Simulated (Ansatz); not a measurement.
# CH₅FGeOSi: small, medium and large basis sets

Aim: see how fast density functionals converge with the basis set for CH₅FGeOSi.

Computed with Ansatz 0.2.0, Gaussian basis. Level: one geometry, several basis sets.

Plan: PBE0-D4/def2-SVP; ωB97M-V/def2-SVP; PBE0-D4/def2-QZVPP; ωB97M-V/def2-QZVPP; the functionals' def2-TZVPP values are taken from earlier runs.

**1. The relaxed structure**

All runs share one geometry, relaxed beforehand with PBE0-D4 in a triple-zeta def2 set.

SMILES `F[C]1([GeH3])O[SiH2]1`, 10 atoms, charge 0, spin multiplicity 1.

Atoms are counted from 1 here; the program's logs count them from 0.

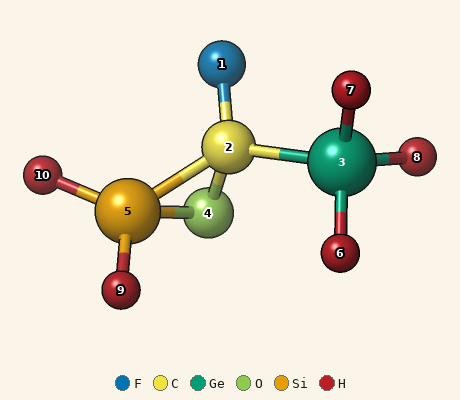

The geometry (fluorine blue, carbon yellow, germanium teal, oxygen green, silicon amber, hydrogen red); atoms are numbered from 1 in the order of the file.

**2. PBE0-D4 in def2-SVP**

in.yaml

```yaml
crystal:
  periodic: [false, false, false]
  atoms:
    - {symbol: F, position_ang: [0.011495, -0.691384, -1.835174]}
    - {symbol: C, position_ang: [-0.090981, -0.103395, -0.597957]}
    - {symbol: Ge, position_ang: [0.211091, -1.417631, 0.839307]}
    - {symbol: O, position_ang: [-1.298543, 0.649486, -0.488957]}
    - {symbol: Si, position_ang: [-0.005993, 1.720717, -0.514768]}
    - {symbol: H, position_ang: [0.191732, -0.649381, 2.168846]}
    - {symbol: H, position_ang: [1.582285, -2.072935, 0.628141]}
    - {symbol: H, position_ang: [-0.903325, -2.473052, 0.811960]}
    - {symbol: H, position_ang: [0.238968, 2.466575, 0.737668]}
    - {symbol: H, position_ang: [0.146471, 2.519799, -1.746169]}
basis:
  gaussian: {orbitals: def2-SVP}
hamiltonian: {xc: pbe0, dispersion: d4}
output: {orbitals: {seedname: orbitals}}
```

On the command line:

```sh
ansatz run in.yaml --threads 4 --pin off --events-out ev --progress --plain --max-ram 10444MiB
```

Further steps of the session: ωB97M-V in def2-SVP; PBE0-D4 in def2-QZVPP; ωB97M-V in def2-QZVPP.

Before running them: what should the planned runs give, taken together? Wanted: PBE0-D4: double and triple zeta above quadruple; ωB97M-V: double and triple zeta above quadruple.

**Answer**, as computed:

| quantity | value |
| --- | --- |
| PBE0-D4: double and triple zeta above quadruple | 18.88, 1.81 eV |
| ωB97M-V: double and triple zeta above quadruple | 18.97, 1.75 eV |

For PBE0-D4 the step from double to triple zeta gains 17.06 eV and the next only 1.81 eV. These are total energies; as a rule much of such shifts cancels in differences, which this series doesn't test. The LUMO of ωB97M-V is positive and keeps falling with the basis (1.34 to 0.56 eV): an unbound level that the basis holds in place.
